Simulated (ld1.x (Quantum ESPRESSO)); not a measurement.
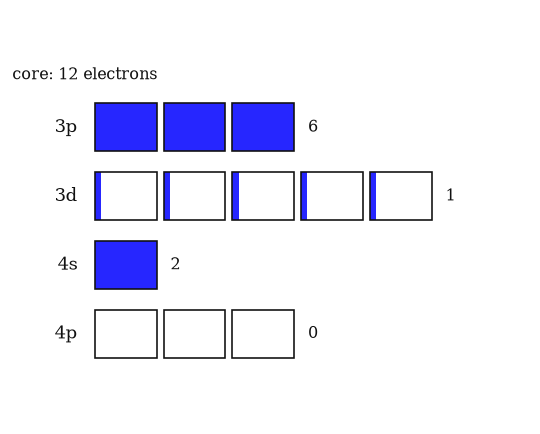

The valence shells of the reference configuration: a box for each of the 2l + 1 orbitals, shaded by the share of the shell that is filled, with the electron count at the right.

# Pseudopotential generation for Sc (part 1 of 2)

Scandium (Sc, Z = 21), core [Ne] 3s2, reference valence 3p6 3d1 4s2 4p0, valence charge 9. Computed at this level: TM potential, PBE, scalar-relativistic, made with ld1.x (Quantum ESPRESSO) 7.5.

**Results in brief**

- outcome: generated, with a ghost state
- cutoffs needed: 55 Ry and 80 Ry (the cutoffs, on a coarse ladder, from which the occupation-weighted sum of valence levels, in a spherical-Bessel basis at the reference potential, stays within 10 and 1 mRy of its value at 400 Ry); ghost states and empty shells don't enter this sum
- ghost test: ghost state below the valence levels: s at -44.1 eV (spherical-Bessel basis up to 400 Ry, 20 bohr box)
- configuration tests: 1 of 7 tests not solved
- largest excitation error among the tests solved: +322 meV (all-electron minus pseudo) for 3p6 3d0 4s0 4p0
- range over which the phases arctan(r u′/u) at the test radius agree within 0.05 rad (a looser test near the poles than one of phase shifts): s: between about -3.2 and 1.9 Ry; p: up to about 3.7 Ry; d: up to about 0.9 Ry; f: over the whole range computed
- hardware: 1 CPU thread, shared host
- wall time: 3.9 s

**Notes**

The potential has a bound ghost state, so it can't be used as it stands. An excitation error of 322 meV in its own tests makes this a poorly transferable potential. Warnings of the program, in the generation or the tests: convergence not achieved.

**Input**
```
 &input
   title='Sc', zed=21., rel=1, dft='PBE', iswitch=3,
   config='[Ar] 3d1 4s2 4p0 4f-2',
   nld=4, rlderiv=3.25, eminld=-4.0, emaxld=5.0, deld=0.02
 /
 &inputp
   pseudotype=2, tm=.true., lloc=1,
   nlcc=.false.,
   file_pseudopw='Sc.UPF', file_wfcaegen='ae.wfc', file_wfcncgen='nc.wfc', file_beta='beta', file_chi='chi'
 /
4
4S  1  0   2.00   0.00  3.00  3.00  0.0
3D  3  2   1.00   0.00  2.30  2.30  0.0
4F  4  3  -2.00   0.30  1.52  1.52  0.0
3P  2  1   6.00   0.00  1.30  1.30  0.0
 &test
   configts(1)='3p6 3d1 4s2 4p0'
 /
```

**Input of the test run**
```
 &input
   title='Sc', zed=21., rel=1, dft='PBE', iswitch=2,
   config='[Ar] 3d1 4s2 4p0 4f-2'
 /
 &test
   file_pseudo='Sc.UPF', nconf=8,
   configts(1)='3p6 3d1 4s2 4p0',
   configts(2)='3p6 3d1 4s1 4p0',
   configts(3)='3p6 3d1 4s0 4p0',
   configts(4)='3p6 3d0 4s0 4p0',
   configts(5)='3p6 3d2 4s1 4p0',
   configts(6)='3p5 3d1 4s2 4p0',
   configts(7)='3p6 3d2 4s0 4p0',
   configts(8)='3p6 3d1 4s1 4p1'
 /
```

Launched with:
```bash
ld1.x < Sc.in > Sc.out
```

**The program's output**
```
     Program LD1 v.7.5
     --------------------------- All-electron run ----------------------------

     Sc
     scalar relativistic calculation

     atomic number is 21.00
     dft =PBE   lsd =0 sic =0 latt =0  beta=0.20 tr2=1.0E-14
     Exchange-correlation= PBE
                           (   1   4   3   4   0   0   0)
     mesh =1173 r(mesh) = 100.03074 a.u. xmin = -7.00 dx = 0.01250
     1 Ry =  13.60569312 eV, c = 137.03599908

     n l     nl                  e(Ry)          e(Ha)          e(eV)
     1 0     1S 1( 2.00)      -323.1935      -161.5967     -4397.2714
     2 0     2S 1( 2.00)       -34.8626       -17.4313      -474.3293
     2 1     2P 1( 6.00)       -28.5366       -14.2683      -388.2602
     3 0     3S 1( 2.00)        -4.0453        -2.0226       -55.0389
     3 1     3P 1( 6.00)        -2.4714        -1.2357       -33.6245
     3 2     3D 1( 1.00)        -0.2376        -0.1188        -3.2333
     4 0     4S 1( 2.00)        -0.3074        -0.1537        -4.1829
     4 1     4P 1( 0.00)        -0.1078        -0.0539        -1.4672

     final scf error:  7.0E-15 reached in  24 iterations

     Etot =   -1528.114898 Ry,    -764.057449 Ha,  -20791.062353 eV

     Ekin =    1539.719939 Ry,     769.859969 Ha,   20948.956985 eV
     Encl =   -3630.004249 Ry,   -1815.002125 Ha,  -49388.723849 eV
     Eh   =     639.917212 Ry,     319.958606 Ha,    8706.517205 eV
     Exc  =     -77.747799 Ry,     -38.873899 Ha,   -1057.812693 eV

     normalization and overlap integrals

     s(1S/1S) =  1.000000  <r> =   0.0730  <r2> =    0.0072  r(max) =   0.0476
     s(2S/2S) =  1.000000  <r> =   0.3435  <r2> =    0.1396  r(max) =   0.2845
     s(2P/2P) =  1.000000  <r> =   0.3077  <r2> =    0.1170  r(max) =   0.2329
     s(3S/3S) =  1.000000  <r> =   1.0748  <r2> =    1.3329  r(max) =   0.9213
     s(3P/3P) =  1.000000  <r> =   1.1685  <r2> =    1.6103  r(max) =   0.9685
     s(3D/3D) =  1.000000  <r> =   1.8688  <r2> =    4.8199  r(max) =   1.0974
     s(4S/4S) =  1.000000  <r> =   3.7207  <r2> =   15.9307  r(max) =   3.1361
     s(4P/4P) =  1.000000  <r> =   5.0669  <r2> =   30.1083  r(max) =   4.0268

     ------------------------ End of All-electron run ------------------------

     --------------------- Generating NC pseudopotential ---------------------

      Generating local pot.: lloc=1, matching radius rcloc =   1.3000

      Wfc   4S  rcut= 3.021  Using Troullier-Martins method

      Wfc   3D  rcut= 2.294  Using Troullier-Martins method

      Wfc   4F  rcut= 1.538  Using Troullier-Martins method

     ------------------- End of pseudopotential generation -------------------

     --------------------------- All-electron run ----------------------------

     Sc
     scalar relativistic calculation

     atomic number is 21.00
     dft =PBE   lsd =0 sic =0 latt =0  beta=0.20 tr2=1.0E-14
     Exchange-correlation= PBE
                           (   1   4   3   4   0   0   0)
     mesh =1173 r(mesh) = 100.03074 a.u. xmin = -7.00 dx = 0.01250
     1 Ry =  13.60569312 eV, c = 137.03599908

     n l     nl                  e(Ry)          e(Ha)          e(eV)
     1 0     1S 1( 2.00)      -323.1935      -161.5967     -4397.2714
     2 0     2S 1( 2.00)       -34.8626       -17.4313      -474.3293
     2 1     2P 1( 6.00)       -28.5366       -14.2683      -388.2602
     3 0     3S 1( 2.00)        -4.0453        -2.0226       -55.0389
     3 1     3P 1( 6.00)        -2.4714        -1.2357       -33.6245
     3 2     3D 1( 1.00)        -0.2376        -0.1188        -3.2333
     4 0     4S 1( 2.00)        -0.3074        -0.1537        -4.1829
     4 1     4P 1( 0.00)        -0.1078        -0.0539        -1.4672

     final scf error:  7.0E-15 reached in  24 iterations

     Etot =   -1528.114898 Ry,    -764.057449 Ha,  -20791.062353 eV

     Ekin =    1539.719939 Ry,     769.859969 Ha,   20948.956985 eV
     Encl =   -3630.004249 Ry,   -1815.002125 Ha,  -49388.723849 eV
     Eh   =     639.917212 Ry,     319.958606 Ha,    8706.517205 eV
     Exc  =     -77.747799 Ry,     -38.873899 Ha,   -1057.812693 eV

     normalization and overlap integrals

     s(1S/1S) =  1.000000  <r> =   0.0730  <r2> =    0.0072  r(max) =   0.0476
     s(2S/2S) =  1.000000  <r> =   0.3435  <r2> =    0.1396  r(max) =   0.2845
     s(2P/2P) =  1.000000  <r> =   0.3077  <r2> =    0.1170  r(max) =   0.2329
     s(3S/3S) =  1.000000  <r> =   1.0748  <r2> =    1.3329  r(max) =   0.9213
     s(3P/3P) =  1.000000  <r> =   1.1685  <r2> =    1.6103  r(max) =   0.9685
     s(3D/3D) =  1.000000  <r> =   1.8688  <r2> =    4.8199  r(max) =   1.0974
     s(4S/4S) =  1.000000  <r> =   3.7207  <r2> =   15.9307  r(max) =   3.1361
     s(4P/4P) =  1.000000  <r> =   5.0669  <r2> =   30.1083  r(max) =   4.0268

     ------------------------ End of All-electron run ------------------------

     Computing logarithmic derivative in   3.23571
     Message from routine run_pseudo:
     Warning: convergence not achieved
     Computing logarithmic derivative in   3.23571
     Computing the partial wave expansion
     R is outside the sphere for l=    0 j= 0.00
       no projector for channel:   1
     R is outside the sphere for l=    2 j= 0.00
     R is outside the sphere for l=    3 j= 0.00

     ---------------------- Testing the pseudopotential ----------------------

     Sc
     scalar relativistic calculation

     atomic number is 21.00   valence charge is  9.00
     dft =PBE   lsd =0 sic =0 latt =0  beta=0.20 tr2=1.0E-14
     mesh =1173 r(mesh) = 100.03074 xmin = -7.00 dx = 0.01250

     n l     nl             e AE (Ry)        e PS (Ry)    De AE-PS (Ry)
     2 1     3P   1( 6.00)       -2.47136       -2.47138        0.00003
     3 2     3D   1( 1.00)       -0.23765       -0.23765        0.00000
     1 0     4S   1( 2.00)       -0.30744       -0.30744        0.00000
     3 1     4P   1( 0.00)       -0.10784       -0.10828        0.00044

     eps = 1.5E-11  iter =201

     Etot =   -1528.114898 Ry,    -764.057449 Ha,  -20791.062353 eV
     Etotps =   -57.983437 Ry,     -28.991718 Ha,    -788.904848 eV

     Ekin =      29.766774 Ry,      14.883387 Ha,     404.997592 eV
     Encl =    -123.873559 Ry,     -61.936779 Ha,   -1685.385625 eV
     Ehrt =      44.790742 Ry,      22.395371 Ha,     609.409090 eV
     Ecxc =      -8.434564 Ry,      -4.217282 Ha,    -114.758091 eV
     Epseu=      -0.232830 Ry,      -0.116415 Ha,      -3.167814 eV

     ---------------------- End of pseudopotential test ----------------------
```

**Output of the test run (extracts)**
```
     ---------------------- Testing the pseudopotential ----------------------

     Sc
     scalar relativistic calculation

     atomic number is 21.00   valence charge is  9.00
     dft =PBE   lsd =0 sic =0 latt =0  beta=0.20 tr2=1.0E-14
     mesh =1173 r(mesh) = 100.03074 xmin = -7.00 dx = 0.01250

     n l     nl             e AE (Ry)        e PS (Ry)    De AE-PS (Ry)
     2 1     3P   1( 6.00)       -2.47136       -2.47138        0.00003
     3 2     3D   1( 1.00)       -0.23765       -0.23765        0.00000
     1 0     4S   1( 2.00)       -0.30744       -0.30744        0.00000
     3 1     4P   1( 0.00)       -0.10784       -0.10828        0.00044

     eps = 1.4E-11  iter =201

     Etot =   -1528.114898 Ry,    -764.057449 Ha,  -20791.062353 eV
     Etotps =   -57.983437 Ry,     -28.991718 Ha,    -788.904848 eV

     Ekin =      29.766774 Ry,      14.883387 Ha,     404.997592 eV
     Encl =    -123.873559 Ry,     -61.936779 Ha,   -1685.385625 eV
     Ehrt =      44.790742 Ry,      22.395371 Ha,     609.409090 eV
     Ecxc =      -8.434564 Ry,      -4.217282 Ha,    -114.758091 eV
     Epseu=      -0.232830 Ry,      -0.116415 Ha,      -3.167814 eV

     ---------------------- End of pseudopotential test ----------------------

     ---------------------- Testing the pseudopotential ----------------------

     Sc
     scalar relativistic calculation

     atomic number is 21.00   valence charge is  9.00
     dft =PBE   lsd =0 sic =0 latt =0  beta=0.20 tr2=1.0E-14
     mesh =1173 r(mesh) = 100.03074 xmin = -7.00 dx = 0.01250

     n l     nl             e AE (Ry)        e PS (Ry)    De AE-PS (Ry)
     2 1     3P   1( 6.00)       -2.98553       -2.98080       -0.00474
     3 2     3D   1( 1.00)       -0.73259       -0.73017       -0.00242
     1 0     4S   1( 1.00)       -0.71496       -0.71454       -0.00041
     3 1     4P   1( 0.00)       -0.46454       -0.46482        0.00028

     eps = 2.1E-10  iter =201

     Etot =   -1527.608007 Ry,    -763.804003 Ha,  -20784.165754 eV
     Etotps =   -57.476620 Ry,     -28.738310 Ha,    -782.009256 eV
     dEtot_ae =       0.506891 Ry
     dEtot_ps =       0.506817 Ry,   Delta E=       0.000074 Ry

     Ekin =      29.966535 Ry,      14.983267 Ha,     407.715474 eV
     Encl =    -119.363732 Ry,     -59.681866 Ha,   -1624.026313 eV
     Ehrt =      40.544590 Ry,      20.272295 Ha,     551.637251 eV
     Ecxc =      -8.144069 Ry,      -4.072034 Ha,    -110.805698 eV
     Epseu=      -0.479944 Ry,      -0.239972 Ha,      -6.529971 eV

     ---------------------- End of pseudopotential test ----------------------

     ---------------------- Testing the pseudopotential ----------------------

     Sc
     scalar relativistic calculation

     atomic number is 21.00   valence charge is  9.00
     dft =PBE   lsd =0 sic =0 latt =0  beta=0.20 tr2=1.0E-14
     mesh =1173 r(mesh) = 100.03074 xmin = -7.00 dx = 0.01250

     n l     nl             e AE (Ry)        e PS (Ry)    De AE-PS (Ry)
     2 1     3P   1( 6.00)       -3.59787       -3.58400       -0.01387  !
     3 2     3D   1( 1.00)       -1.31651       -1.30805       -0.00846  !
     1 0     4S   1( 0.00)       -1.16788       -1.16507       -0.00281
     3 1     4P   1( 0.00)       -0.86361       -0.86184       -0.00177

     eps = 8.7E-15  iter =  8

     Etot =   -1526.669560 Ry,    -763.334780 Ha,  -20771.397535 eV
     Etotps =   -56.539719 Ry,     -28.269859 Ha,    -769.262064 eV
     dEtot_ae =       1.445337 Ry
     dEtot_ps =       1.443718 Ry,   Delta E=       0.001619 Ry

     Ekin =      30.176462 Ry,      15.088231 Ha,     410.571681 eV
     Encl =    -114.002203 Ry,     -57.001102 Ha,   -1551.078992 eV
     Ehrt =      36.042562 Ry,      18.021281 Ha,     490.384038 eV
     Ecxc =      -7.851171 Ry,      -3.925585 Ha,    -106.820622 eV
     Epseu=      -0.905369 Ry,      -0.452684 Ha,     -12.318169 eV

     ---------------------- End of pseudopotential test ----------------------

     ---------------------- Testing the pseudopotential ----------------------

     Sc
     scalar relativistic calculation

     atomic number is 21.00   valence charge is  9.00
     dft =PBE   lsd =0 sic =0 latt =0  beta=0.20 tr2=1.0E-14
     mesh =1173 r(mesh) = 100.03074 xmin = -7.00 dx = 0.01250

     n l     nl             e AE (Ry)        e PS (Ry)    De AE-PS (Ry)
     2 1     3P   1( 6.00)       -4.74819       -4.71506       -0.03313  !
     3 2     3D   1( 0.00)       -2.37412       -2.33184       -0.04228  !
     1 0     4S   1( 0.00)       -1.83203       -2.05441        0.22238  !
     3 1     4P   1( 0.00)       -1.44936       -1.44525       -0.00411

     eps = 4.7E-15  iter = 13

     Etot =   -1524.841626 Ry,    -762.420813 Ha,  -20746.527220 eV
     Etotps =   -54.733839 Ry,     -27.366919 Ha,    -744.691816 eV
     dEtot_ae =       3.273272 Ry
     dEtot_ps =       3.249598 Ry,   Delta E=       0.023674 Ry

     Ekin =      26.278289 Ry,      13.139145 Ha,     357.534338 eV
     Encl =    -102.581321 Ry,     -51.290661 Ha,   -1395.689978 eV
     Ehrt =      28.474583 Ry,      14.237291 Ha,     387.416435 eV
     Ecxc =      -6.905389 Ry,      -3.452695 Ha,     -93.952610 eV

     ---------------------- End of pseudopotential test ----------------------

     ---------------------- Testing the pseudopotential ----------------------

     Sc
     scalar relativistic calculation

     atomic number is 21.00   valence charge is  9.00
     dft =PBE   lsd =0 sic =0 latt =0  beta=0.20 tr2=1.0E-14
     mesh =1173 r(mesh) = 100.03074 xmin = -7.00 dx = 0.01250

     n l     nl             e AE (Ry)        e PS (Ry)    De AE-PS (Ry)
     2 1     3P   1( 6.00)       -2.27013       -2.26232       -0.00781  !
     3 2     3D   1( 2.00)       -0.10033       -0.09944       -0.00089
     1 0     4S   1( 1.00)       -0.26152       -0.26263        0.00110
     3 1     4P   1( 0.00)       -0.08693       -0.08659       -0.00034

     eps = 5.4E-11  iter =201

     Etot =   -1527.992327 Ry,    -763.996163 Ha,  -20789.394690 eV
     Etotps =   -57.859732 Ry,     -28.929866 Ha,    -787.221753 eV
     dEtot_ae =       0.122571 Ry
     dEtot_ps =       0.123705 Ry,   Delta E=      -0.001134 Ry

     Ekin =      31.678318 Ry,      15.839159 Ha,     431.005468 eV
     Encl =    -126.294735 Ry,     -63.147368 Ha,   -1718.327410 eV
     Ehrt =      46.390093 Ry,      23.195047 Ha,     631.169373 eV
     Ecxc =      -8.692470 Ry,      -4.346235 Ha,    -118.267076 eV
     Epseu=      -0.940938 Ry,      -0.470469 Ha,     -12.802108 eV

     ---------------------- End of pseudopotential test ----------------------
```

(Continued in part 2.)
